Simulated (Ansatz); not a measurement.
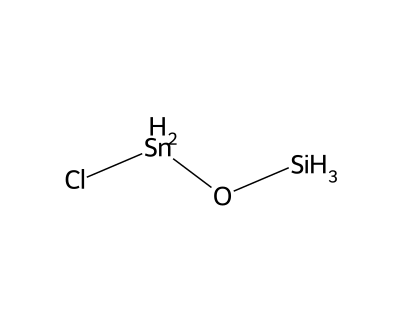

Transcribe the drawing into SMILES.

[SiH3][O][SnH2][Cl]

What is the molecular formula?

ClH5OSiSn.

More results for the same structure follow; atom numbers are the same in all pictures, views and colours differ. The geometry was computed by an optimisation with PBE0-D4/def2-TZVP.

Charges

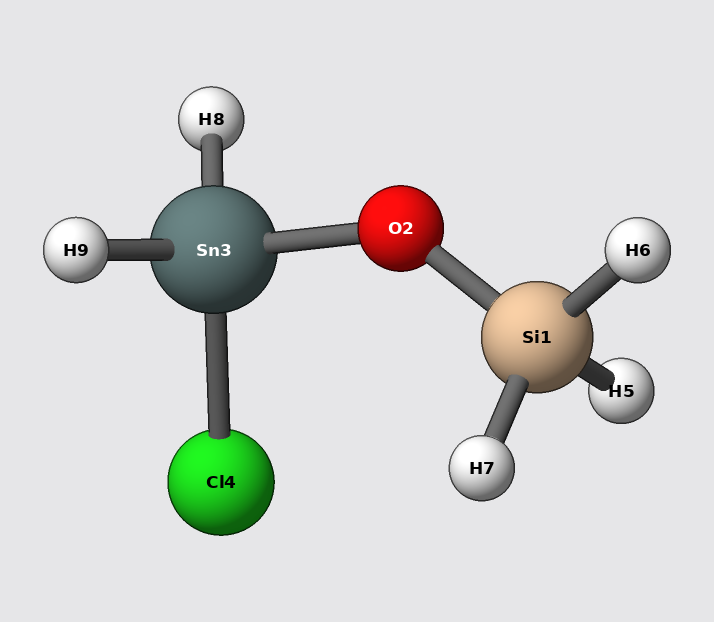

The questions are on Mulliken charges. Level of theory: RKS PBE-D4/def2-TZVPP, core potentials on Sn (Ansatz 0.2.0).

List the Mulliken charges.

```
atom  value (e)
 Si1       0.36
  O2      −0.52
 Sn3       0.89
 Cl4      −0.35
  H5      −0.07
  H6      −0.07
  H7      −0.07
  H8      −0.09
  H9      −0.09
```

Electronic properties

Level of theory: RKS r2SCANh-D4/def2-TZVPP, core potentials on Sn (Ansatz 0.2.0).

Predict the main results.

- HOMO energy (Kohn–Sham orbital): −7.94 eV
- LUMO energy (Kohn–Sham orbital): −1.35 eV
- HOMO–LUMO gap: 6.59 eV
- dispersion correction: −5.8 kJ/mol

Vibrations

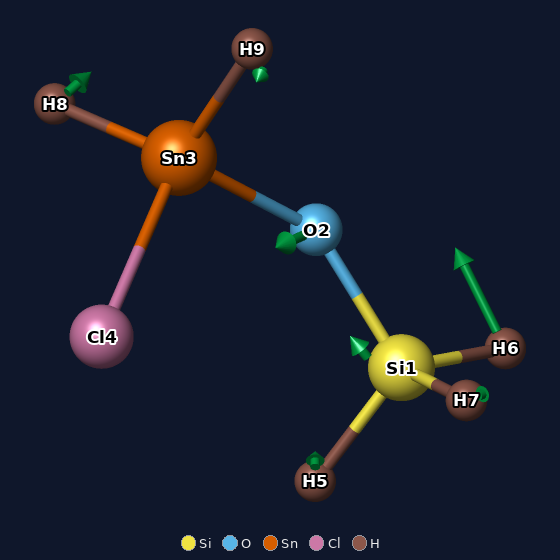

The arrows show one normal mode. Harmonic vibrations computed with RKS PBE0-D4/def2-TZVP, core potentials on Sn (Ansatz 0.2.0) at a stationary point of the same level.

At what wavenumber does it lie?

471 cm⁻¹; it is mode 7 of 21 counted from the lowest.

Mulliken values depend strongly on the basis set and can even reverse the polarity of a bond.
